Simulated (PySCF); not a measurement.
# One shape, several levels: C2H7NSi (SMILES C=NC[SiH3])

Aim: a comparison of 4 runs (HF/3-21G, HF/6-311+G**, B3LYP/6-31G*, PBE0/6-311G**) of C2H7NSi. 

The calculation is run with PySCF 2.14.0.

## 1. Starting point

C2H7NSi has 11 atoms, charge 0, and is taken as a singlet. SMILES: `C=NC[SiH3]`. The shape is that of a PBE0-D4/def2-TZVP optimisation. This is one conformer, not always the lowest.

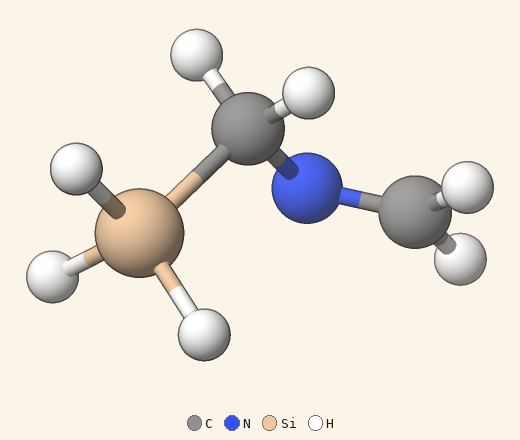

The structure, seen from a chosen angle (carbon grey, nitrogen blue, silicon light orange, hydrogen white).

## 2. Energy and forces at HF/3-21G (run 1)

input.py reads:

```python
from pyscf import gto, scf

system = gto.M(
    atom='''
C   -0.639400   1.869300   0.363900
N   -0.998600   0.713100   0.018000
C   -0.299000  -0.417000   0.562600
Si   0.706300  -1.257400  -0.802700
H   -1.145900   2.733500  -0.063200
H    0.166900   2.059000   1.086600
H   -1.029900  -1.151400   0.917900
H    0.365200  -0.161700   1.404500
H    1.729600  -0.311300  -1.319900
H   -0.179800  -1.683000  -1.914500
H    1.389900  -2.450100  -0.232400
''',
    max_memory=1860,
    basis='3-21g',
    verbose=4,
    spin=0,
)

mf = scf.RHF(system)
mf.conv_tol = 1e-10
mf.kernel()
if not mf.converged:
    mf = mf.newton().run(mf.mo_coeff, mf.mo_occ)

etot = mf.e_tot
print('E(%s) = %.9f' % ('HF', etot))
grad = mf.nuc_grad_method().kernel()
mf.analyze()
```

On the command line:

```
$ OMP_NUM_THREADS=1 python input.py
```

What it wrote:

```text
PySCF version 2.14.0

[... 84 lines left out ...]
Two-electron Energy =                  311.789735876737950
[... 9 lines left out ...]
MO #6   energy= -4.20185495067476  occ= 2
[... 7 lines left out ...]
MO #14  energy= -0.640946274407607 occ= 2
[... 7 lines left out ...]
MO #22  energy= 0.181112638807899  occ= 0
[... 7 lines left out ...]
MO #30  energy= 0.440226452298282  occ= 0
[... 7 lines left out ...]
MO #38  energy= 1.01802817717503   occ= 0
[... 7 lines left out ...]
MO #46  energy= 1.36359673109389   occ= 0
[... 7 lines left out ...]
MO #54  energy= 2.87210585552742   occ= 0
[... 68 lines left out ...]
Dipole moment(X, Y, Z, Debye):  1.08097,  0.40944,  1.37754
```

Wall time 4.5 s (1 thread of Intel Xeon at 2.50GHz (Skylake/Cascade Lake), shared host); peak memory 0.13 GiB.

## 3. Energy and gradient at HF/6-311+G(d,p) (run 2)

input.py reads:

```python
from pyscf import gto

mol = gto.Mole()
mol.atom = [
    ('C', (-0.639400, 1.869300, 0.363900)),
    ('N', (-0.998600, 0.713100, 0.018000)),
    ('C', (-0.299000, -0.417000, 0.562600)),
    ('Si', (0.706300, -1.257400, -0.802700)),
    ('H', (-1.145900, 2.733500, -0.063200)),
    ('H', (0.166900, 2.059000, 1.086600)),
    ('H', (-1.029900, -1.151400, 0.917900)),
    ('H', (0.365200, -0.161700, 1.404500)),
    ('H', (1.729600, -0.311300, -1.319900)),
    ('H', (-0.179800, -1.683000, -1.914500)),
    ('H', (1.389900, -2.450100, -0.232400)),
]
mol.spin = 0
mol.max_memory = 1860
mol.charge = 0
mol.basis = '6-311+g**'
mol.verbose = 4
mol.build()

mf = mol.RHF()
mf.conv_tol = 1e-10
mf.kernel()
if not mf.converged:
    mf = mf.newton().run(mf.mo_coeff, mf.mo_occ)

e_final = mf.e_tot
print(f'total energy: {e_final:.8f} hartree')
grad = mf.nuc_grad_method().kernel()
mf.analyze()
```

On the command line:

```
$ OMP_NUM_THREADS=1 python input.py
```

What it wrote:

```text
PySCF version 2.14.0

[... 92 lines left out ...]
MO #2   energy= -15.5722950310877  occ= 2
[... 16 lines left out ...]
MO #19  energy= -0.413678144544157 occ= 2
[... 16 lines left out ...]
MO #36  energy= 0.230589070953011  occ= 0
[... 16 lines left out ...]
MO #53  energy= 0.603792794324971  occ= 0
[... 16 lines left out ...]
MO #70  energy= 1.11278980255196   occ= 0
[... 16 lines left out ...]
MO #87  energy= 1.7453971794514    occ= 0
[... 16 lines left out ...]
MO #104 energy= 2.44152770907233   occ= 0
[... 16 lines left out ...]
MO #121 energy= 3.30427967884037   occ= 0
[... 16 lines left out ...]
MO #138 energy= 143.999836121608   occ= 0
[... 152 lines left out ...]
Dipole moment(X, Y, Z, Debye):  1.00688,  0.64299,  1.36533
```

Wall time 51 s (1 thread of Intel Xeon at 2.50GHz (Skylake/Cascade Lake), shared host); peak memory 0.47 GiB.

Run 3 isn't shown in full; the table further down has it.

## 4. Energy and gradient at PBE0/6-311G(d,p) (run 4)

run.py reads:

```python
from pyscf import gto, dft

mol = gto.Mole()
mol.atom = '''
C     -0.639400     1.869300     0.363900
N     -0.998600     0.713100     0.018000
C     -0.299000    -0.417000     0.562600
Si     0.706300    -1.257400    -0.802700
H     -1.145900     2.733500    -0.063200
H      0.166900     2.059000     1.086600
H     -1.029900    -1.151400     0.917900
H      0.365200    -0.161700     1.404500
H      1.729600    -0.311300    -1.319900
H     -0.179800    -1.683000    -1.914500
H      1.389900    -2.450100    -0.232400
'''
mol.max_memory = 1860
mol.basis = '6-311g**'
mol.charge = 0
mol.verbose = 4
mol.build()

calc0 = dft.RKS(mol)
calc0.xc = 'pbe0'
calc0.grids.level = 5
calc0.conv_tol = 1e-10
calc0.kernel()
if not calc0.converged:
    calc0 = calc0.newton().run(calc0.mo_coeff, calc0.mo_occ)

energy = calc0.e_tot
print('E = %.10f Eh' % energy)
grad = calc0.nuc_grad_method().kernel()
calc0.analyze()
```

On the command line:

```
$ OMP_NUM_THREADS=1 python run.py
```

What it wrote:

```text
PySCF version 2.14.0

[... 78 lines left out ...]
converged SCF energy = -424.37944064576
[... 31 lines left out ...]
MO #10  energy= -0.738881722517377 occ= 2
[... 15 lines left out ...]
MO #26  energy= 0.0816767921204505 occ= 0
[... 15 lines left out ...]
MO #42  energy= 0.479118999021767  occ= 0
[... 15 lines left out ...]
MO #58  energy= 0.953050528543247  occ= 0
[... 15 lines left out ...]
MO #74  energy= 1.60663790787856   occ= 0
[... 15 lines left out ...]
MO #90  energy= 2.25404019125537   occ= 0
[... 15 lines left out ...]
MO #106 energy= 3.07177216031496   occ= 0
[... 15 lines left out ...]
MO #122 energy= 141.259428080054   occ= 0
[... 136 lines left out ...]
Dipole moment(X, Y, Z, Debye):  0.77058,  0.44834,  1.19660
```

Run time: 91 s. Hardware: 1 thread of Intel Xeon at 2.50GHz (Skylake/Cascade Lake), shared host; peak memory 1.3 GiB.

## 5. All runs side by side

| run | level | Cartesian functions | integration grid | energy (Eh) | dipole moment (D) | HOMO energy (eV) | LUMO energy (eV) | wall time |
| --- | --- | --- | --- | --- | --- | --- | --- | --- |
| 1 | HF/3-21G | no | – | -420.859217 | 1.80 | -10.63 | 4.25 | 4.5 s |
| 2 | HF/6-311+G** | no | – | -423.196724 | 1.81 | -10.73 | 1.65 | 51 s |
| 3 | B3LYP/6-31G* (Cartesian functions) | yes | 5 | -424.633576 | 1.46 | -6.98 | -0.23 | 49 s |
| 4 | PBE0/6-311G** | no | 5 | -424.379441 | 1.49 | -7.40 | -0.31 | 91 s |

## 6. Summary of results

| quantity | value |
| --- | --- |
| run 4: total energy | -424.37944 Eh |
| run 4: dipole moment | 1.49 D |
| run 4: HOMO energy | -7.40 eV |
| run 4: LUMO energy | -0.31 eV |
| run 4: HOMO–LUMO gap | 7.09 eV |
| run 4: largest force on an atom | 0.239 eV/Å |

In words: The dipole moment (its size) runs from 1.46 D (B3LYP/6-31G*) to 1.81 D (HF/6-311+G**). The two ends differ in method and basis. The HOMO–LUMO gap runs from 6.75 eV (B3LYP/6-31G*) to 14.88 eV (HF/3-21G). Totals of different functionals can't be ranked against each other. All runs together took 3.3 min, the longest 91 s.
